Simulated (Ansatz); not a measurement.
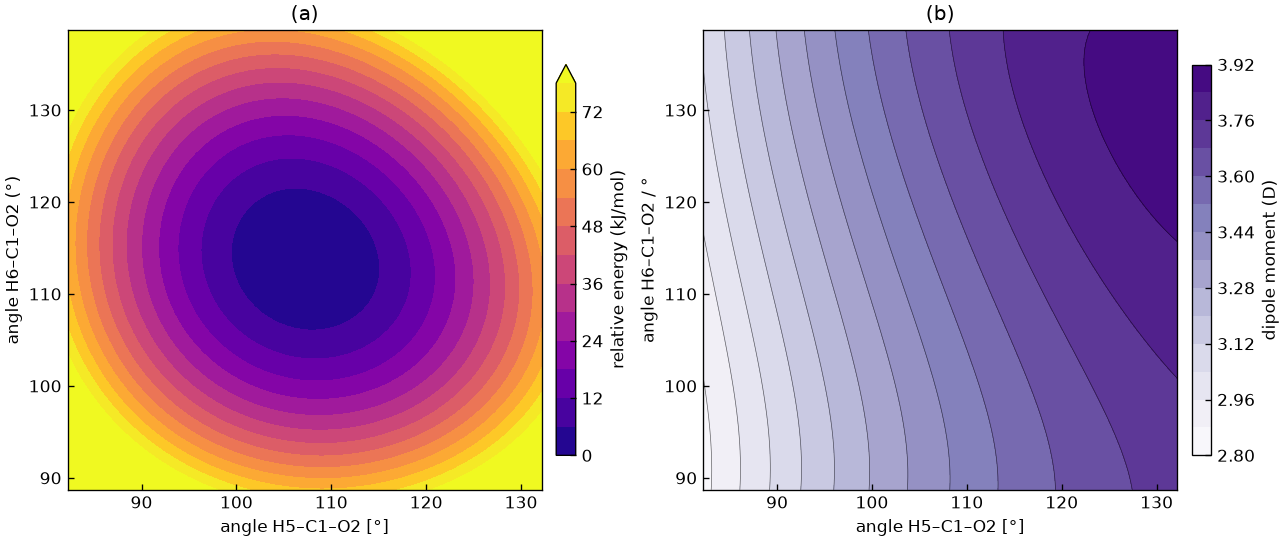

CH3AgO, SMILES C[O][Ag]. The first coordinate is: angle H5–C1–O2; the second: angle H6–C1–O2. Nothing is relaxed (all other coordinates rigid). The scan uses a 9 × 9 grid. Energies are in kJ/mol, from the lowest grid point. All numbers below come from RKS r2SCAN-D4/def2-TZVP in Ansatz 0.2.0.

Panel (a) is the energy; panel (b) is the computed dipole moment, in D.

In the figure: filled contours, one colour for all values above the top of the scale. Between grid points the surface is interpolated.

Question: How does the dipole moment vary over the map, and what is it at the lowest grid point?

Answer: Leaving out the highest fifth of the energies, it runs from 2.91 D at angle H5–C1–O2 = 82.2°, angle H6–C1–O2 = 107.5° to 3.86 D at angle H5–C1–O2 = 126.0°, angle H6–C1–O2 = 132.5°. At the lowest grid point, angle H5–C1–O2 = 107.2°, angle H6–C1–O2 = 113.7°, it is 3.53 D.

| angle H6–C1–O2 ↓, angle H5–C1–O2 → | 82.2 | 88.5 | 94.7 | 101.0 | 107.2 | 113.5 | 119.7 | 126.0 | 132.2 |
| --- | --- | --- | --- | --- | --- | --- | --- | --- | --- |
| 138.7 | 3.05 | 3.24 | 3.41 | 3.55 | 3.66 | 3.76 | 3.82 | 3.85 | 3.85 |
| 132.5 | 3.03 | 3.22 | 3.38 | 3.53 | 3.65 | 3.74 | 3.82 | 3.86 | 3.87 |
| 126.2 | 3.01 | 3.19 | 3.35 | 3.49 | 3.61 | 3.72 | 3.79 | 3.85 | 3.87 |
| 120.0 | 2.98 | 3.15 | 3.31 | 3.45 | 3.58 | 3.68 | 3.76 | 3.82 | 3.86 |
| 113.7 | 2.94 | 3.12 | 3.27 | 3.41 | 3.53 | 3.64 | 3.72 | 3.79 | 3.83 |
| 107.5 | 2.91 | 3.08 | 3.23 | 3.37 | 3.49 | 3.60 | 3.68 | 3.75 | 3.80 |
| 101.2 | 2.88 | 3.05 | 3.20 | 3.34 | 3.46 | 3.56 | 3.65 | 3.71 | 3.76 |
| 95.0 | 2.86 | 3.02 | 3.17 | 3.31 | 3.43 | 3.53 | 3.62 | 3.68 | 3.73 |
| 88.7 | 2.86 | 3.02 | 3.17 | 3.31 | 3.42 | 3.52 | 3.60 | 3.67 | 3.71 |
